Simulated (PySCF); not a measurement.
# GeF4 (tetrafluorogermane) at 5 levels

We compute a comparison of 5 runs (HF/def2-SVP, B3LYP/6-31G*, B2PLYP/aug-cc-pVDZ, CCSD(T)/3-21G) of GeF4 (tetrafluorogermane). Input form: a Python script.

The results are computed with PySCF 2.14.0.

## Step 1: The system as given

The species is GeF4 (5 atoms), meant as a singlet with charge 0. SMILES: `[F][Ge]([F])([F])[F]`. The shape is that of a PBE0-D4/def2-TZVP optimisation.

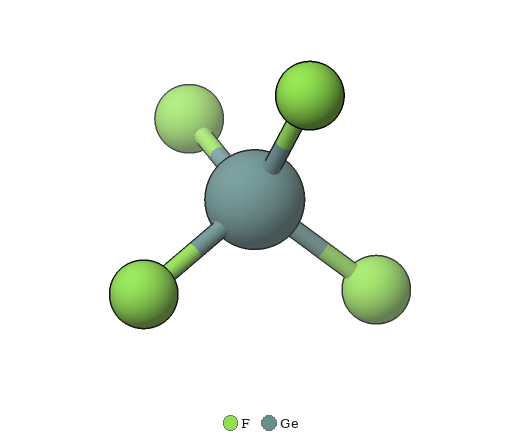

Viewed from a chosen angle; fluorine green, germanium teal.

## Step 2: Energy and forces at HF/def2-SVP (run 1)

input.py

```python
import pyscf.grad
from pyscf import gto, scf

mol = gto.M(
    atom='''
F   -0.454480   0.095450   1.626500
Ge   0.000000   0.000000   0.000000
F    1.278170  -1.095570  -0.164850
F   -1.316060  -0.525960  -0.923330
F    0.492370   1.526090  -0.538320
''',
    basis='def2-svp',
    max_memory=1860,
    spin=0,
    verbose=4,
)

mf = scf.RHF(mol)
mf.conv_tol = 1e-10
mf.kernel()
if not mf.converged:
    mf = mf.newton().run(mf.mo_coeff, mf.mo_occ)

etot = mf.e_tot
print('Final energy', etot)
grad = mf.Gradients().kernel()
dip = mf.dip_moment()
pop, q = mf.mulliken_pop()
```

Started as:

```bash
$ OMP_NUM_THREADS=1 python input.py
```

The program printed:

```text
PySCF version 2.14.0

[INPUT] num. atoms = 5
[INPUT] num. electrons = 68
[INPUT] charge = 0
[INPUT] spin (= nelec alpha-beta = 2S) = 0
[INPUT] symmetry False subgroup None
[INPUT] Mole.unit = angstrom
[INPUT] Symbol           X                Y                Z      unit          X                Y                Z       unit  Magmom
[INPUT]  1 F     -0.454480000000   0.095450000000   1.626500000000 AA   -0.858842729092   0.180374358590   3.073639541605 Bohr   0.0
[INPUT]  2 Ge     0.000000000000   0.000000000000   0.000000000000 AA    0.000000000000   0.000000000000   0.000000000000 Bohr   0.0
[INPUT]  3 F      1.278170000000  -1.095570000000  -0.164850000000 AA    2.415391240635  -2.070327250290  -0.311521351635 Bohr   0.0
[INPUT]  4 F     -1.316060000000  -0.525960000000  -0.923330000000 AA   -2.486992963495  -0.993920352476  -1.744840822595 Bohr   0.0
[INPUT]  5 F      0.492370000000   1.526090000000  -0.538320000000 AA    0.930444451952   2.883892141437  -1.017277367376 Bohr   0.0

[... 44 lines left out ...]
converged SCF energy = -2472.67636495473
Final energy -2472.6763649547333
[... 11 lines left out ...]
Dipole moment(X, Y, Z, Debye):  0.00000, -0.00003,  0.00000
[... 55 lines left out ...]
pop of  2 F 3pz           0.76374
pop of  2 F 3dxy          0.00225
pop of  2 F 3dyz          0.00053
pop of  2 F 3dz^2         0.00076
pop of  2 F 3dxz          0.00072
pop of  2 F 3dx2-y2       0.00121
pop of  3 F 1s            1.99155
pop of  3 F 2s            1.11757
pop of  3 F 3s            0.84227
pop of  3 F 2px           1.06355
pop of  3 F 2py           1.14448
pop of  3 F 2pz           1.11245
pop of  3 F 3px           0.71274
pop of  3 F 3py           0.75628
pop of  3 F 3pz           0.73905
pop of  3 F 3dxy          0.00110
pop of  3 F 3dyz          0.00060
pop of  3 F 3dz^2         0.00076
pop of  3 F 3dxz          0.00188
pop of  3 F 3dx2-y2       0.00113
pop of  4 F 1s            1.99155
pop of  4 F 2s            1.11757
pop of  4 F 3s            0.84227
pop of  4 F 2px           1.14638
pop of  4 F 2py           1.03035
pop of  4 F 2pz           1.14374
pop of  4 F 3px           0.75730
pop of  4 F 3py           0.69488
pop of  4 F 3pz           0.75588
pop of  4 F 3dxy          0.00138
pop of  4 F 3dyz          0.00146
pop of  4 F 3dz^2         0.00070
pop of  4 F 3dxz          0.00026
pop of  4 F 3dx2-y2       0.00167
 ** Mulliken atomic charges  **
charge of    0F =     -0.48539
charge of    1Ge =      1.94155
charge of    2F =     -0.48539
charge of    3F =     -0.48539
charge of    4F =     -0.48539
```

Wall time 17 s (1 thread of Intel Xeon at 2.50GHz (Skylake/Cascade Lake), shared host); peak memory 0.17 GiB.

## Step 3: Energy and forces at B3LYP/6-31G(d) (spherical functions) (run 2)

job.py

```python
import pyscf.grad
from pyscf import gto, dft

mol = gto.Mole()
mol.atom = '''
F     -0.858843     0.180374     3.073640
Ge     0.000000     0.000000     0.000000
F      2.415391    -2.070327    -0.311521
F     -2.486993    -0.993920    -1.744841
F      0.930444     2.883892    -1.017277
'''
mol.verbose = 4
mol.unit = 'bohr'
mol.max_memory = 1860
mol.basis = '6-31g*'
mol.build()

mf = dft.RKS(mol)
mf.xc = 'b3lyp'
mf.conv_tol = 1e-10
mf.grids.level = 5
mf.kernel()
if not mf.converged:
    mf = mf.newton().run(mf.mo_coeff, mf.mo_occ)

e_tot = mf.e_tot
print(f'total energy: {e_tot:.8f} hartree')
grad = mf.Gradients().kernel()
dip = mf.dip_moment()
pop, q = mf.mulliken_pop()
```

Started as:

```bash
$ OMP_NUM_THREADS=1 python job.py
```

The program printed:

```text
PySCF version 2.14.0

[INPUT] num. atoms = 5
[INPUT] num. electrons = 68
[INPUT] charge = 0
[INPUT] spin (= nelec alpha-beta = 2S) = 0
[INPUT] symmetry False subgroup None
[INPUT] Mole.unit = bohr
[INPUT] Symbol           X                Y                Z      unit          X                Y                Z       unit  Magmom
[INPUT]  1 F     -0.454480143358   0.095449810242   1.626500242572 AA   -0.858843000000   0.180374000000   3.073640000000 Bohr   0.0
[INPUT]  2 Ge     0.000000000000   0.000000000000   0.000000000000 AA    0.000000000000   0.000000000000   0.000000000000 Bohr   0.0
[INPUT]  3 F      1.278169872661  -1.095569867552  -0.164849813923 AA    2.415391000000  -2.070327000000  -0.311521000000 Bohr   0.0
[INPUT]  4 F     -1.316060019318  -0.525959813478  -0.923330093879 AA   -2.486993000000  -0.993920000000  -1.744841000000 Bohr   0.0
[INPUT]  5 F      0.492369760837   1.526089925155  -0.538319805593 AA    0.930444000000   2.883892000000  -1.017277000000 Bohr   0.0

[... 58 lines left out ...]
converged SCF energy = -2476.24602882968
total energy: -2476.24602883 hartree
[... 12 lines left out ...]
Dipole moment(X, Y, Z, Debye): -0.00000, -0.00002, -0.00000
[... 55 lines left out ...]
pop of  2 F 3pz           0.74174
pop of  2 F 3dxy          0.00531
pop of  2 F 3dyz          0.00135
pop of  2 F 3dz^2         0.00180
pop of  2 F 3dxz          0.00180
pop of  2 F 3dx2-y2       0.00303
pop of  3 F 1s            1.99727
pop of  3 F 2s            0.93356
pop of  3 F 3s            1.03346
pop of  3 F 2px           1.05290
pop of  3 F 2py           1.13718
pop of  3 F 2pz           1.10382
pop of  3 F 3px           0.65882
pop of  3 F 3py           0.72961
pop of  3 F 3pz           0.70160
pop of  3 F 3dxy          0.00267
pop of  3 F 3dyz          0.00149
pop of  3 F 3dz^2         0.00189
pop of  3 F 3dxz          0.00448
pop of  3 F 3dx2-y2       0.00275
pop of  4 F 1s            1.99727
pop of  4 F 2s            0.93356
pop of  4 F 3s            1.03346
pop of  4 F 2px           1.13916
pop of  4 F 2py           1.01834
pop of  4 F 2pz           1.13641
pop of  4 F 3px           0.73127
pop of  4 F 3py           0.62979
pop of  4 F 3pz           0.72897
pop of  4 F 3dxy          0.00336
pop of  4 F 3dyz          0.00357
pop of  4 F 3dz^2         0.00170
pop of  4 F 3dxz          0.00066
pop of  4 F 3dx2-y2       0.00400
 ** Mulliken atomic charges  **
charge of    0F =     -0.36151
charge of    1Ge =      1.44603
charge of    2F =     -0.36151
charge of    3F =     -0.36151
charge of    4F =     -0.36151
```

It took 53 s on 1 thread of Intel Xeon at 2.50GHz (Skylake/Cascade Lake), shared host; peak memory 0.86 GiB.

## Step 4: Energy and gradient at B3LYP/6-31G(d) (Cartesian functions) (run 3)

job.py

```python
import pyscf.grad
from pyscf import gto, dft

mol = gto.Mole()
mol.atom = '''
F     -0.454480     0.095450     1.626500
Ge     0.000000     0.000000     0.000000
F      1.278170    -1.095570    -0.164850
F     -1.316060    -0.525960    -0.923330
F      0.492370     1.526090    -0.538320
'''
mol.basis = '6-31g*'
mol.spin = 0
mol.max_memory = 1860
mol.verbose = 4
mol.cart = True
mol.build()

mf = dft.RKS(mol, xc='b3lyp')
mf.conv_tol = 1e-10
mf.grids.level = 5
mf.kernel()
if not mf.converged:
    mf = mf.newton().run(mf.mo_coeff, mf.mo_occ)

e_final = mf.e_tot
print('E(%s) = %.9f' % ('B3LYP', e_final))
grad = mf.Gradients().kernel()
dip = mf.dip_moment()
pop, q = mf.mulliken_pop()
```

Started as:

```bash
$ OMP_NUM_THREADS=1 python job.py
```

The program printed:

```text
PySCF version 2.14.0

[INPUT] num. atoms = 5
[INPUT] num. electrons = 68
[INPUT] charge = 0
[INPUT] spin (= nelec alpha-beta = 2S) = 0
[INPUT] symmetry False subgroup None
[INPUT] Mole.unit = angstrom
[INPUT] Cartesian GTO integrals (6d 10f)
[INPUT] Symbol           X                Y                Z      unit          X                Y                Z       unit  Magmom
[INPUT]  1 F     -0.454480000000   0.095450000000   1.626500000000 AA   -0.858842729092   0.180374358590   3.073639541605 Bohr   0.0
[INPUT]  2 Ge     0.000000000000   0.000000000000   0.000000000000 AA    0.000000000000   0.000000000000   0.000000000000 Bohr   0.0
[INPUT]  3 F      1.278170000000  -1.095570000000  -0.164850000000 AA    2.415391240635  -2.070327250290  -0.311521351635 Bohr   0.0
[INPUT]  4 F     -1.316060000000  -0.525960000000  -0.923330000000 AA   -2.486992963495  -0.993920352476  -1.744840822595 Bohr   0.0
[INPUT]  5 F      0.492370000000   1.526090000000  -0.538320000000 AA    0.930444451952   2.883892141437  -1.017277367376 Bohr   0.0

[... 58 lines left out ...]
converged SCF energy = -2476.26065523592
[... 13 lines left out ...]
Dipole moment(X, Y, Z, Debye): -0.00001, -0.00002, -0.00000
[... 62 lines left out ...]
pop of  2  F 3dxz         0.00178
pop of  2  F 3dyy         0.02338
pop of  2  F 3dyz         0.00134
pop of  2  F 3dzz         0.00913
pop of  3  F 1s           1.99317
pop of  3  F 2s           0.95420
pop of  3  F 3s           0.94895
pop of  3  F 2px          1.05374
pop of  3  F 2py          1.13734
pop of  3  F 2pz          1.10425
pop of  3  F 3px          0.66071
pop of  3  F 3py          0.72920
pop of  3  F 3pz          0.70210
pop of  3  F 3dxx         0.03042
pop of  3  F 3dxy         0.00267
pop of  3  F 3dxz         0.00453
pop of  3  F 3dyy         0.01202
pop of  3  F 3dyz         0.00150
pop of  3  F 3dzz         0.01897
pop of  4  F 1s           1.99317
pop of  4  F 2s           0.95420
pop of  4  F 3s           0.94895
pop of  4  F 2px          1.13931
pop of  4  F 2py          1.01945
pop of  4  F 2pz          1.13659
pop of  4  F 3px          0.73081
pop of  4  F 3py          0.63262
pop of  4  F 3pz          0.72858
pop of  4  F 3dxx         0.01163
pop of  4  F 3dxy         0.00335
pop of  4  F 3dxz         0.00066
pop of  4  F 3dyy         0.03871
pop of  4  F 3dyz         0.00358
pop of  4  F 3dzz         0.01217
 ** Mulliken atomic charges  **
charge of    0F =     -0.35378
charge of    1Ge =      1.41512
charge of    2F =     -0.35378
charge of    3F =     -0.35378
charge of    4F =     -0.35378
```

Run time: 58 s. Hardware: 1 thread of Intel Xeon at 2.50GHz (Skylake/Cascade Lake), shared host; peak memory 0.93 GiB.

Run 4 isn't shown in full; the table further down has it.

## Step 5: The energy at CCSD(T)/3-21G (run 5)

input.xyz

```xyz
5
F4Ge
F     -0.454480     0.095450     1.626500
Ge     0.000000     0.000000     0.000000
F      1.278170    -1.095570    -0.164850
F     -1.316060    -0.525960    -0.923330
F      0.492370     1.526090    -0.538320
```

run.py

```python
from pyscf import gto, scf, cc

mol = gto.Mole()
mol.atom = 'input.xyz'
mol.max_memory = 1860
mol.basis = '3-21g'
mol.verbose = 4
mol.spin = 0
mol.build()

myscf = scf.RHF(mol)
myscf.conv_tol = 1e-10
myscf.kernel()
if not myscf.converged:
    myscf = myscf.newton().run(myscf.mo_coeff, myscf.mo_occ)

mycc = cc.CCSD(myscf, frozen=13)
mycc.kernel()
e_t = mycc.ccsd_t()
energy = mycc.e_tot + e_t
print(f'total energy: {energy:.8f} hartree')
dip = myscf.dip_moment()
pop, q = myscf.mulliken_pop()
```

Started as:

```bash
$ OMP_NUM_THREADS=1 python run.py
```

The program printed:

```text
PySCF version 2.14.0

[INPUT] num. atoms = 5
[INPUT] num. electrons = 68
[INPUT] charge = 0
[INPUT] spin (= nelec alpha-beta = 2S) = 0
[INPUT] symmetry False subgroup None
[INPUT] Mole.unit = angstrom
[INPUT] Symbol           X                Y                Z      unit          X                Y                Z       unit  Magmom
[INPUT]  1 F     -0.454480000000   0.095450000000   1.626500000000 AA   -0.858842729092   0.180374358590   3.073639541605 Bohr   0.0
[INPUT]  2 Ge     0.000000000000   0.000000000000   0.000000000000 AA    0.000000000000   0.000000000000   0.000000000000 Bohr   0.0
[INPUT]  3 F      1.278170000000  -1.095570000000  -0.164850000000 AA    2.415391240635  -2.070327250290  -0.311521351635 Bohr   0.0
[INPUT]  4 F     -1.316060000000  -0.525960000000  -0.923330000000 AA   -2.486992963495  -0.993920352476  -1.744840822595 Bohr   0.0
[INPUT]  5 F      0.492370000000   1.526090000000  -0.538320000000 AA    0.930444451952   2.883892141437  -1.017277367376 Bohr   0.0

[... 42 lines left out ...]
converged SCF energy = -2461.16827628736
[... 12 lines left out ...]
Init t2, MP2 energy = -2461.69385403516  E_corr(MP2) -0.525577747797854
[... 11 lines left out ...]
CCSD converged
[... 2 lines left out ...]
total energy: -2461.69902871 hartree
Dipole moment(X, Y, Z, Debye): -0.00000, -0.00003, -0.00000
[... 25 lines left out ...]
pop of  1 Ge 5py          0.08002
pop of  1 Ge 5pz          0.08002
pop of  1 Ge 3dxy         1.98965
pop of  1 Ge 3dyz         1.99593
pop of  1 Ge 3dz^2        1.98927
pop of  1 Ge 3dxz         1.99232
pop of  1 Ge 3dx2-y2      1.99375
pop of  2 F 1s            1.98457
pop of  2 F 2s            0.44207
pop of  2 F 3s            1.54289
pop of  2 F 2px           0.77905
pop of  2 F 2py           0.80341
pop of  2 F 2pz           0.86936
pop of  2 F 3px           0.99716
pop of  2 F 3py           1.01667
pop of  2 F 3pz           1.06947
pop of  3 F 1s            1.98457
pop of  3 F 2s            0.44207
pop of  3 F 3s            1.54289
pop of  3 F 2px           0.77353
pop of  3 F 2py           0.85534
pop of  3 F 2pz           0.82296
pop of  3 F 3px           0.99274
pop of  3 F 3py           1.05824
pop of  3 F 3pz           1.03232
pop of  4 F 1s            1.98457
pop of  4 F 2s            0.44207
pop of  4 F 3s            1.54289
pop of  4 F 2px           0.85726
pop of  4 F 2py           0.73997
pop of  4 F 2pz           0.85460
pop of  4 F 3px           1.05978
pop of  4 F 3py           0.96586
pop of  4 F 3pz           1.05765
 ** Mulliken atomic charges  **
charge of    0F =     -0.50466
charge of    1Ge =      2.01863
charge of    2F =     -0.50466
charge of    3F =     -0.50466
charge of    4F =     -0.50466
```

Wall time 7.8 s (1 thread of Intel Xeon at 2.50GHz (Skylake/Cascade Lake), shared host); peak memory 0.17 GiB.

## Step 6: All runs side by side

```csv
run,level,integration grid,Cartesian functions,energy (Eh),dipole moment (D) of the reference,HOMO energy (eV),LUMO energy (eV),wall time
1,HF/def2-SVP,–,no,-2472.676365,0.00,-18.51,2.45,17 s
2,B3LYP/6-31G* (spherical functions),5,no,-2476.246029,0.00,-11.86,-1.98,53 s
3,B3LYP/6-31G* (Cartesian functions),5,yes,-2476.260655,0.00,-11.84,-1.95,58 s
4,B2PLYP/aug-cc-pVDZ,5,no,-2475.885417,0.00,-14.93,-0.87,47 s
5,CCSD(T)/3-21G,–,no,-2461.699029,0.00,-17.60,2.72,7.8 s
```

## Step 7: What came out

| quantity | value |
| --- | --- |
| run 5: total energy | -2461.69903 Eh |
| run 5: dipole moment (Hartree–Fock density) | 0.00 D |
| run 5: HOMO energy (Hartree–Fock orbitals) | -17.60 eV |
| run 5: LUMO energy (Hartree–Fock orbitals) | 2.72 eV |
| run 5: HOMO–LUMO gap (Hartree–Fock orbitals) | 20.33 eV |
| run 5: correlation energy (13 core orbitals frozen) | -530.8 mEh |
| run 5: (T) correction | -7.63 mEh |
| run 5: T1 diagnostic | 0.011 |

Over runs 1, 2, 3, 4 the HOMO–LUMO gap runs from 9.88 eV (B3LYP/6-31G*) to 20.96 eV (HF/def2-SVP). The two ends differ in method and basis. Totals of different functionals can't be ranked against each other. All runs together took 3 min, the longest 58 s.
